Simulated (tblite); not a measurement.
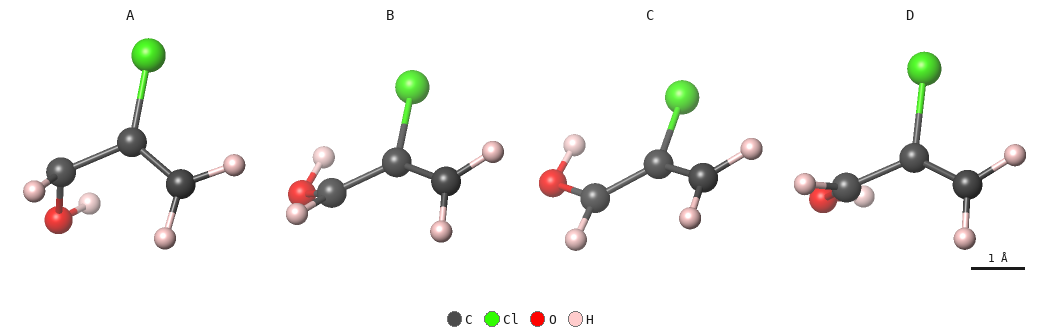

4 geometries from one relaxation of C$_{3}$H$_{4}$ClO (multiplicity 2), in shuffled order. A ball-and-stick model, seen at a tilt.

Level of theory: GFN2-xTB geometry optimisation, gas phase (tblite 0.8.0). 

**Order the frames from highest to lowest energy.**

A, D, B, C. They are steps 0, 22, 31, 61, at +27.2 kcal/mol, +17.5 kcal/mol, +8.76 kcal/mol relative to the last. After 61 geometry steps the energy has fallen by 27.2 kcal/mol. An H atom moves most after the best rigid fit: 1.29 Å. By element the largest moves are H 1.29 Å, Cl 1.15 Å, O 0.86 Å, C 0.57 Å. Near-neighbour distances that change, for instance: C–C 1.473 → 1.384 Å, C–O 1.386 → 1.340 Å, C–H 1.117 → 1.077 Å, H–O 1.009 → 0.974 Å. Among the angles between lasting bonds that change: C–C–O 113.9° → 124.6°, C–C–C 117.8° → 126.5°, C–C–H 113.8° → 121.1°. The run took 0.39 s on 1 thread of Arm Neoverse N1 (shared host).
